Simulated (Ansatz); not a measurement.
# Run report: AlNH5ClO2, molecular dynamics (part 2 of 2)

Continued. System: AlNH5ClO2. Method: UKS B3LYP-D4/6-31G (Ansatz 0.2.0). It belongs to a series of runs on one base structure; here: dynamics from the start.

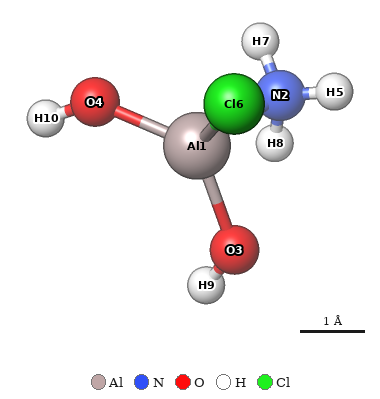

**Figure 1.** The geometry at step 136 of the log (ball-and-stick view, seen at a tilt; atoms are numbered from 1 in the order of the input).

**Output, continued**
```
md step   111: t =    55.50 fs  T =  1519.4 K  F+E_penalty+E_count = -24788.61600413 eV  E_kin = 1.571159 eV  conserved = -24787.04484483 eV  (29 SCF iters, 3 dispersion substeps)
md step   112: t =    56.00 fs  T =  1701.9 K  F+E_penalty+E_count = -24788.81033579 eV  E_kin = 1.759937 eV  conserved = -24787.05039913 eV  (30 SCF iters, 3 dispersion substeps)
md step   113: t =    56.50 fs  T =  1776.8 K  F+E_penalty+E_count = -24788.89372063 eV  E_kin = 1.837383 eV  conserved = -24787.05633745 eV  (29 SCF iters, 3 dispersion substeps)
md step   114: t =    57.00 fs  T =  1675.6 K  F+E_penalty+E_count = -24788.79119886 eV  E_kin = 1.732734 eV  conserved = -24787.05846456 eV  (29 SCF iters, 3 dispersion substeps)
md step   115: t =    57.50 fs  T =  1399.1 K  F+E_penalty+E_count = -24788.49725148 eV  E_kin = 1.446800 eV  conserved = -24787.05045188 eV  (29 SCF iters, 3 dispersion substeps)
md step   116: t =    58.00 fs  T =  1085.8 K  F+E_penalty+E_count = -24788.15686634 eV  E_kin = 1.122772 eV  conserved = -24787.03409480 eV  (30 SCF iters, 3 dispersion substeps)
md step   117: t =    58.50 fs  T =   956.5 K  F+E_penalty+E_count = -24788.01630846 eV  E_kin = 0.989103 eV  conserved = -24787.02720506 eV  (30 SCF iters, 3 dispersion substeps)
md step   118: t =    59.00 fs  T =  1099.2 K  F+E_penalty+E_count = -24788.17497891 eV  E_kin = 1.136635 eV  conserved = -24787.03834350 eV  (30 SCF iters, 3 dispersion substeps)
md step   119: t =    59.50 fs  T =  1374.7 K  F+E_penalty+E_count = -24788.47335044 eV  E_kin = 1.421579 eV  conserved = -24787.05177097 eV  (30 SCF iters, 3 dispersion substeps)
md step   120: t =    60.00 fs  T =  1587.8 K  F+E_penalty+E_count = -24788.69814584 eV  E_kin = 1.641937 eV  conserved = -24787.05620859 eV  (29 SCF iters, 3 dispersion substeps)
md step   121: t =    60.50 fs  T =  1645.3 K  F+E_penalty+E_count = -24788.75526550 eV  E_kin = 1.701387 eV  conserved = -24787.05387839 eV  (30 SCF iters, 3 dispersion substeps)
md step   122: t =    61.00 fs  T =  1555.7 K  F+E_penalty+E_count = -24788.65809398 eV  E_kin = 1.608763 eV  conserved = -24787.04933086 eV  (30 SCF iters, 3 dispersion substeps)
md step   123: t =    61.50 fs  T =  1372.3 K  F+E_penalty+E_count = -24788.46402410 eV  E_kin = 1.419111 eV  conserved = -24787.04491299 eV  (31 SCF iters, 3 dispersion substeps)
md step   124: t =    62.00 fs  T =  1154.9 K  F+E_penalty+E_count = -24788.23564128 eV  E_kin = 1.194222 eV  conserved = -24787.04141966 eV  (30 SCF iters, 3 dispersion substeps)
md step   125: t =    62.50 fs  T =   953.8 K  F+E_penalty+E_count = -24788.02527012 eV  E_kin = 0.986282 eV  conserved = -24787.03898802 eV  (30 SCF iters, 3 dispersion substeps)
md step   126: t =    63.00 fs  T =   805.7 K  F+E_penalty+E_count = -24787.87066484 eV  E_kin = 0.833141 eV  conserved = -24787.03752417 eV  (30 SCF iters, 3 dispersion substeps)
md step   127: t =    63.50 fs  T =   733.2 K  F+E_penalty+E_count = -24787.79510461 eV  E_kin = 0.758199 eV  conserved = -24787.03690525 eV  (31 SCF iters, 3 dispersion substeps)
md step   128: t =    64.00 fs  T =   746.0 K  F+E_penalty+E_count = -24787.80854560 eV  E_kin = 0.771453 eV  conserved = -24787.03709294 eV  (31 SCF iters, 3 dispersion substeps)
md step   129: t =    64.50 fs  T =   841.0 K  F+E_penalty+E_count = -24787.90790213 eV  E_kin = 0.869706 eV  conserved = -24787.03819620 eV  (31 SCF iters, 3 dispersion substeps)
md step   130: t =    65.00 fs  T =  1000.9 K  F+E_penalty+E_count = -24788.07546699 eV  E_kin = 1.034989 eV  conserved = -24787.04047796 eV  (31 SCF iters, 3 dispersion substeps)
md step   131: t =    65.50 fs  T =  1190.6 K  F+E_penalty+E_count = -24788.27550501 eV  E_kin = 1.231226 eV  conserved = -24787.04427942 eV  (27 SCF iters, 3 dispersion substeps)
md step   132: t =    66.00 fs  T =  1354.8 K  F+E_penalty+E_count = -24788.45064492 eV  E_kin = 1.400964 eV  conserved = -24787.04968134 eV  (30 SCF iters, 3 dispersion substeps)
md step   133: t =    66.50 fs  T =  1419.9 K  F+E_penalty+E_count = -24788.52384419 eV  E_kin = 1.468279 eV  conserved = -24787.05556554 eV  (30 SCF iters, 3 dispersion substeps)
md step   134: t =    67.00 fs  T =  1317.2 K  F+E_penalty+E_count = -24788.42020235 eV  E_kin = 1.362139 eV  conserved = -24787.05806351 eV  (30 SCF iters, 3 dispersion substeps)
md step   135: t =    67.50 fs  T =  1041.3 K  F+E_penalty+E_count = -24788.12783241 eV  E_kin = 1.076744 eV  conserved = -24787.05108868 eV  (29 SCF iters, 3 dispersion substeps)
md step   136: t =    68.00 fs  T =   717.5 K  F+E_penalty+E_count = -24787.77733867 eV  E_kin = 0.741964 eV  conserved = -24787.03537457 eV  (30 SCF iters, 3 dispersion substeps)
md step   137: t =    68.50 fs  T =   562.2 K  F+E_penalty+E_count = -24787.60851123 eV  E_kin = 0.581354 eV  conserved = -24787.02715697 eV  (31 SCF iters, 3 dispersion substeps)
md step   138: t =    69.00 fs  T =   680.4 K  F+E_penalty+E_count = -24787.74034359 eV  E_kin = 0.703609 eV  conserved = -24787.03673431 eV  (31 SCF iters, 3 dispersion substeps)
md step   139: t =    69.50 fs  T =   953.0 K  F+E_penalty+E_count = -24788.03594550 eV  E_kin = 0.985441 eV  conserved = -24787.05050474 eV  (30 SCF iters, 3 dispersion substeps)
md step   140: t =    70.00 fs  T =  1183.0 K  F+E_penalty+E_count = -24788.27943637 eV  E_kin = 1.223316 eV  conserved = -24787.05612006 eV  (30 SCF iters, 3 dispersion substeps)
md step   141: t =    70.50 fs  T =  1262.8 K  F+E_penalty+E_count = -24788.36037497 eV  E_kin = 1.305867 eV  conserved = -24787.05450839 eV  (30 SCF iters, 3 dispersion substeps)
md step   142: t =    71.00 fs  T =  1190.0 K  F+E_penalty+E_count = -24788.28063721 eV  E_kin = 1.230558 eV  conserved = -24787.05007911 eV  (31 SCF iters, 3 dispersion substeps)
md step   143: t =    71.50 fs  T =  1014.6 K  F+E_penalty+E_count = -24788.09469023 eV  E_kin = 1.049219 eV  conserved = -24787.04547170 eV  (31 SCF iters, 3 dispersion substeps)
md step   144: t =    72.00 fs  T =   798.3 K  F+E_penalty+E_count = -24787.86719575 eV  E_kin = 0.825475 eV  conserved = -24787.04172087 eV  (32 SCF iters, 3 dispersion substeps)
md step   145: t =    72.50 fs  T =   594.7 K  F+E_penalty+E_count = -24787.65403201 eV  E_kin = 0.614961 eV  conserved = -24787.03907051 eV  (32 SCF iters, 3 dispersion substeps)
md step   146: t =    73.00 fs  T =   443.6 K  F+E_penalty+E_count = -24787.49620416 eV  E_kin = 0.458751 eV  conserved = -24787.03745341 eV  (32 SCF iters, 3 dispersion substeps)
md step   147: t =    73.50 fs  T =   370.0 K  F+E_penalty+E_count = -24787.41937008 eV  E_kin = 0.382627 eV  conserved = -24787.03674289 eV  (27 SCF iters, 3 dispersion substeps)
md step   148: t =    74.00 fs  T =   384.9 K  F+E_penalty+E_count = -24787.43494723 eV  E_kin = 0.398057 eV  conserved = -24787.03689059 eV  (27 SCF iters, 3 dispersion substeps)
md step   149: t =    74.50 fs  T =   485.9 K  F+E_penalty+E_count = -24787.54049866 eV  E_kin = 0.502504 eV  conserved = -24787.03799510 eV  (29 SCF iters, 3 dispersion substeps)
these checks for a lower state are left out or cut short: starts, cluster_reference, orbital_swaps, neighbouring_geometries, increment
798 factors; integrals over basis functions are off by at most 1.7e-4 eV
mean field evaluation 1184: about -24787.4072 eV, gradient 1.1e-1 eV
mean field -24787.40730987 eV, -910.9204171296 hartree, gradient 1.8e-5 eV, S^2 0.000000; 0 other end points of the search recorded, 0 dependent functions left out
the calculation of the forces begins
reference -24787.40758519 eV, -910.9204272474 hartree; 29, 29 occupied and 34, 34 virtual orbitals, 798 factors
798 factors; integrals over basis functions are off by at most 1.7e-4 eV
mean field -24787.40730987 eV, -910.9204171296 hartree, gradient 1.8e-5 eV, S^2 0.000000; 1 other end points of the search recorded, 0 dependent functions left out
the calculation of the forces begins
reference -24787.40758519 eV, -910.9204272474 hartree; 29, 29 occupied and 34, 34 virtual orbitals, 798 factors
md step   150: t =    75.00 fs  T =   655.6 K  F+E_penalty+E_count = -24787.71827553 eV  E_kin = 0.677966 eV  conserved = -24787.04030914 eV  (29 SCF iters, 3 dispersion substeps)
```

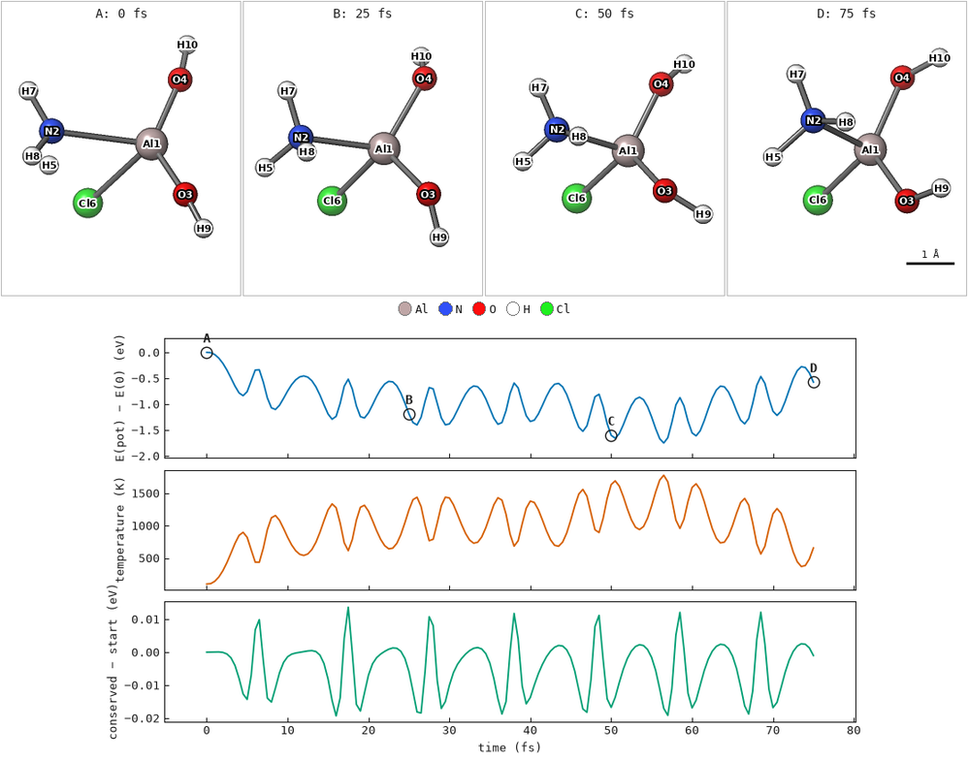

**Figure 2.** Frames of the molecular dynamics (ball-and-stick, seen at a tilt) above the curves, on which the letters mark them. The trajectory kept here has 151 frames over 75 fs. The temperature starts at 100 K, ranges from 100 to 1777 K and averages 1098 K over the second half. The potential energy ends 0.576 eV below its first value. The conserved quantity stays within 0.033 eV. After an unweighted best fit of the last frame on the first, the root-mean-square displacement is 0.77 Å.

```
Total energy: -24787.71855085 eV, -910.9318550248 hartree
Atom 0 at    -0.498129    -0.268132     0.072977 Å, force    -0.327747    -0.588100     0.359153 eV/Å
Atom 1 at     1.383830     0.259677    -0.491256 Å, force     2.080751     0.549583     0.818996 eV/Å
Atom 2 at     0.247431    -1.905355     0.545497 Å, force    -0.858514     1.644214    -0.420426 eV/Å
Atom 3 at    -1.509257     0.079305    -1.390173 Å, force     0.954420    -0.922642     0.508643 eV/Å
Atom 4 at     1.975835     0.599669     0.459319 Å, force    -1.785872    -1.245244    -3.536327 eV/Å
Atom 5 at    -1.336842     1.010412     1.831104 Å, force     0.730606    -0.697823    -0.926708 eV/Å
Atom 6 at     1.414428     0.991877    -1.273710 Å, force     0.163893    -1.039611     1.574953 eV/Å
Atom 7 at     1.759543    -0.697845    -0.878805 Å, force    -0.592741     2.350168     1.337395 eV/Å
Atom 8 at     0.350530    -2.642255    -0.067979 Å, force    -0.155768    -0.487554    -0.007342 eV/Å
Atom 9 at    -1.613844    -0.570096    -2.119127 Å, force    -0.209027     0.437008     0.291664 eV/Å
Dipole moment:     1.368571    -0.349937    -1.164706 e Å
```

**Trajectory as extended XYZ (Å, eV, eV/Å), 10 of the 151 frames kept, from step=0 to step=150**
```
10
Properties=species:S:1:pos:R:3:forces:R:3 step=0 time_fs=0.0 energy=-24787.14269 temperature=100.0
Al   -0.5246   -0.5438   -0.1575    1.8248   2.2948   1.1481
N     1.2436    0.8254   -0.0709   -3.5967  -0.0438   2.5706
O    -0.1140   -2.0092    0.4328    0.3437  -0.9851   0.3319
O    -1.4868   -0.1796   -1.4272   -0.6028   0.2445  -0.9667
H     0.4442    1.2430    0.9127    2.4028  -0.4824  -2.2030
Cl   -1.0528    1.0707    1.8145   -0.2773  -0.6003  -0.4014
H     1.3749    1.5826   -0.7241   -0.0883   0.1530  -0.4647
H     2.1254    0.5463    0.3341    0.2535  -0.3988   0.0497
H     0.0570   -2.8080    0.9048   -0.0103  -0.2546   0.1281
H    -2.0670    0.2725   -2.0194   -0.2495   0.0727  -0.1925
10
Properties=species:S:1:pos:R:3:forces:R:3 step=17 time_fs=8.5 energy=-24788.24534 temperature=1155.8
Al   -0.5133   -0.5062   -0.1431    0.5917   1.7707   1.7616
N     1.2349    0.8058   -0.0317   -1.4784   0.0688   1.3512
O    -0.1001   -2.0178    0.4233    0.3747  -0.2814  -0.0919
O    -1.5237   -0.1972   -1.4348    0.1852  -0.0505  -0.4382
H     0.8727    1.3025    0.8355    0.2365  -0.5711  -0.7451
Cl   -1.0601    1.0618    1.7974   -0.1577  -0.7284  -0.6396
H     1.3390    1.5178   -0.7315    0.1230   0.2199  -0.8677
H     2.1214    0.3935    0.2045    0.5411  -0.5161  -0.1824
H     0.1290   -2.7421    0.9920   -0.1027  -0.0659   0.0313
H    -2.0876    0.3622   -1.9489   -0.3133   0.1539  -0.1794
10
Properties=species:S:1:pos:R:3:forces:R:3 step=33 time_fs=16.5 energy=-24788.12596 temperature=1037.5
Al   -0.4883   -0.4314   -0.0911   -1.0247   0.3175   1.0794
N     1.2148    0.7739    0.0016    1.3155  -4.8195  -7.0751
O    -0.0724   -2.0384    0.4127    0.1472   1.1031  -0.6859
O    -1.5597   -0.2075   -1.4660    1.3057  -0.2790   0.7436
H     1.1283    1.2716    0.7621   -0.6626   3.6250   5.5289
Cl   -1.0695    1.0410    1.7705   -0.1756  -0.6074  -0.5263
H     1.3081    1.3303   -0.8506   -0.3290   0.3940   0.2297
H     2.0484    0.1672   -0.0138   -0.3125   0.1560   0.5365
H     0.1270   -2.6930    1.0762   -0.1320  -0.0031   0.0927
H    -2.1632    0.4161   -1.8677   -0.1320   0.1133   0.0765
10
Properties=species:S:1:pos:R:3:forces:R:3 step=50 time_fs=25.0 energy=-24788.33062 temperature=1243.1
Al   -0.4830   -0.3435   -0.0106   -1.7006  -1.2614  -0.1612
N     1.2035    0.6839   -0.0378    1.5574   1.2557   0.8464
O    -0.0356   -2.0216    0.3802    0.1576   1.3628  -0.3330
O    -1.5542   -0.2212   -1.4745    1.3930   0.1111   1.2193
H     1.3057    1.3287    0.8716   -0.4971  -1.9467  -2.4130
Cl   -1.0829    1.0094    1.7341   -0.4077  -0.0518   0.1538
H     1.1917    1.3208   -0.8803    0.5512  -0.9114   0.9370
H     1.9746   -0.0503   -0.0469   -0.8297   1.4089  -0.2940
H     0.0195   -2.5841    1.1581   -0.1633   0.0351  -0.0183
H    -2.2310    0.4396   -1.6734   -0.0608  -0.0023   0.0631
10
Properties=species:S:1:pos:R:3:forces:R:3 step=67 time_fs=33.5 energy=-24787.80707 temperature=743.8
Al   -0.5174   -0.2863    0.0646   -0.3167  -1.9788  -1.9161
N     1.2131    0.5873   -0.1095    2.8013   2.4147   1.8444
O     0.0077   -1.9520    0.3396    0.0363   0.6304   0.6181
O    -1.4975   -0.2242   -1.4343    0.3329   0.7095   0.9593
H     1.3150    1.2164    0.9666   -0.1973  -2.3334  -4.1871
Cl   -1.1041    0.9773    1.7014   -0.6927   0.8119   1.2403
H     1.3084    1.2803   -0.9244   -0.2223  -1.0010   1.5278
H     2.0341   -0.1109   -0.2012   -1.6431   1.2361   0.3874
H    -0.1894   -2.4276    1.1595    0.0140  -0.3610  -0.1105
H    -2.2620    0.3797   -1.4321   -0.1124  -0.1284  -0.3636
10
Properties=species:S:1:pos:R:3:forces:R:3 step=83 time_fs=41.5 energy=-24788.16611 temperature=1086.1
Al   -0.5591   -0.2760    0.0948    1.4911  -0.8520  -1.5647
N     1.2641    0.5205   -0.1888    0.6113   1.8111   3.4564
O     0.0499   -1.8663    0.3296    0.2113  -0.5991   1.0405
O    -1.4334   -0.1989   -1.3629   -1.4773   0.9333  -0.6963
H     1.3967    1.0243    0.8766   -0.0978  -1.6217  -3.8310
Cl   -1.1357    0.9603    1.6910   -0.7562   1.1920   1.7188
H     1.3515    1.2447   -0.9184    0.0343  -0.3977   0.3824
H     1.9626   -0.2346   -0.2974   -0.4526   0.4137  -0.0005
H    -0.3557   -2.4288    1.0017    0.1540  -0.6500  -0.0367
H    -2.3147    0.2202   -1.4067    0.2819  -0.2297  -0.4689
10
Properties=species:S:1:pos:R:3:forces:R:3 step=100 time_fs=50.0 energy=-24788.74468 temperature=1633.0
Al   -0.5708   -0.2859    0.0911    1.5725   0.5232   0.1721
N     1.3181    0.4629   -0.2513   -1.6519   0.3008   1.1098
O     0.0982   -1.8123    0.3710    0.4131  -1.4352   0.6903
O    -1.4161   -0.1379   -1.3159   -1.8727   0.4904  -2.0254
H     1.6724    0.8529    0.5970    0.2362   0.3364   0.9130
Cl   -1.1828    0.9635    1.7105   -0.4272   0.7570   1.1320
H     1.3842    1.1351   -0.9648   -0.0007   1.0265  -1.4179
H     1.7952   -0.3655   -0.4572    1.0339  -1.7904  -0.6012
H    -0.3264   -2.6345    0.6327    0.1875  -0.2134  -0.0014
H    -2.3067   -0.0340   -1.6733    0.5093   0.0047   0.0288
10
Properties=species:S:1:pos:R:3:forces:R:3 step=117 time_fs=58.5 energy=-24788.01631 temperature=956.5
Al   -0.5454   -0.2855    0.0853    0.0754   0.3720  -0.0764
N     1.3566    0.4007   -0.3114   -6.7182  -2.3105  -5.2877
O     0.1549   -1.8321    0.4457    0.0920  -0.1689  -0.1676
O    -1.4612   -0.0576   -1.3398    0.0169  -0.1183  -0.4272
H     1.8662    0.6763    0.3427    5.4589   3.4160   8.1634
Cl   -1.2381    0.9812    1.7518    0.0424   0.0485   0.1847
H     1.4147    0.9989   -1.0629   -0.2534   2.2163  -2.1516
H     1.6805   -0.4455   -0.6161    1.1207  -3.3691  -0.8627
H    -0.0645   -2.7310    0.1936   -0.1104  -0.2209   0.2048
H    -2.1320   -0.2739   -1.9948    0.2757   0.1349   0.4203
10
Properties=species:S:1:pos:R:3:forces:R:3 step=133 time_fs=66.5 energy=-24788.52384 temperature=1419.9
Al   -0.5164   -0.2754    0.0790   -0.5466  -0.1567   0.0132
N     1.3747    0.3294   -0.3992    0.0761  -0.3631   0.3217
O     0.2082   -1.8806    0.5079   -0.4059   1.1146  -0.4564
O    -1.5032    0.0163   -1.3776    0.8294  -0.4937   0.4624
H     2.0252    0.6107    0.3381   -0.4524   0.1138   0.2337
Cl   -1.2899    0.9994    1.7950    0.4219  -0.4468  -0.5276
H     1.3736    1.0360   -1.1268    0.1299  -0.1279  -0.4129
H     1.6638   -0.6253   -0.6765   -0.0065   0.6264  -0.2798
H     0.1943   -2.6698   -0.0419   -0.1987  -0.4975   0.0810
H    -1.8806   -0.4484   -2.1441    0.1529   0.2309   0.5646
10
Properties=species:S:1:pos:R:3:forces:R:3 step=150 time_fs=75.0 energy=-24787.71828 temperature=655.6
Al   -0.4981   -0.2681    0.0730   -0.3277  -0.5881   0.3592
N     1.3838    0.2597   -0.4913    2.0808   0.5496   0.8190
O     0.2474   -1.9054    0.5455   -0.8585   1.6442  -0.4204
O    -1.5093    0.0793   -1.3902    0.9544  -0.9226   0.5086
H     1.9758    0.5997    0.4593   -1.7859  -1.2452  -3.5363
Cl   -1.3368    1.0104    1.8311    0.7306  -0.6978  -0.9267
H     1.4144    0.9919   -1.2737    0.1639  -1.0396   1.5750
H     1.7595   -0.6978   -0.8788   -0.5927   2.3502   1.3374
H     0.3505   -2.6423   -0.0680   -0.1558  -0.4876  -0.0073
H    -1.6138   -0.5701   -2.1191   -0.2090   0.4370   0.2917
```

The run was set up as follows.

**Input**
```yaml
crystal:
  periodic: [false, false, false]
  atoms:
    - { symbol: Al, position_ang: [-0.5246, -0.5438, -0.1575] }
    - { symbol: "N", position_ang: [1.2436, 0.8254, -0.0709] }
    - { symbol: O, position_ang: [-0.114, -2.0092, 0.4328] }
    - { symbol: O, position_ang: [-1.4868, -0.1796, -1.4272] }
    - { symbol: H, position_ang: [0.4442, 1.243, 0.9127] }
    - { symbol: Cl, position_ang: [-1.0528, 1.0707, 1.8145] }
    - { symbol: H, position_ang: [1.3749, 1.5826, -0.7241] }
    - { symbol: H, position_ang: [2.1254, 0.5463, 0.3341] }
    - { symbol: H, position_ang: [0.057, -2.808, 0.9048] }
    - { symbol: H, position_ang: [-2.067, 0.2725, -2.0194] }
magnetization:
  spin_polarized: true
basis:
  gaussian: { orbitals: "6-31G" }
hamiltonian:
  xc: b3lyp
  dispersion: d4
md:
  timestep: 0.5
  n_steps: 150
  ensemble: nve
  temperature: 100.0
  initial_velocities: maxwell_boltzmann
  seed: 400679
```

Run as:
```bash
ansatz run input.yaml --threads 1 --pin off --max-ram 2048MiB --backend cpu --events-out ev --progress --plain --runs-dir out
```

**Results in brief**

- outcome: finished
- mean temperature over the second half: 1098 K
- trajectory: 150 steps, 75 fs
- ensemble: nve
- temperature in the input: 100.0 K
- time step: 0.5 fs
- potential energy (last step): −24787.7186 eV
- mean-field energy (last step): −24787.4076 eV
- largest force (length of the vector) (last step): 4.153 eV/Å
- hardware: 1 thread of Arm Neoverse V1, 24 GiB of memory available, shared host
- wall time: 15 min
- peak memory: 0.2 GiB

**Notes**

So short a trajectory is not equilibrated.
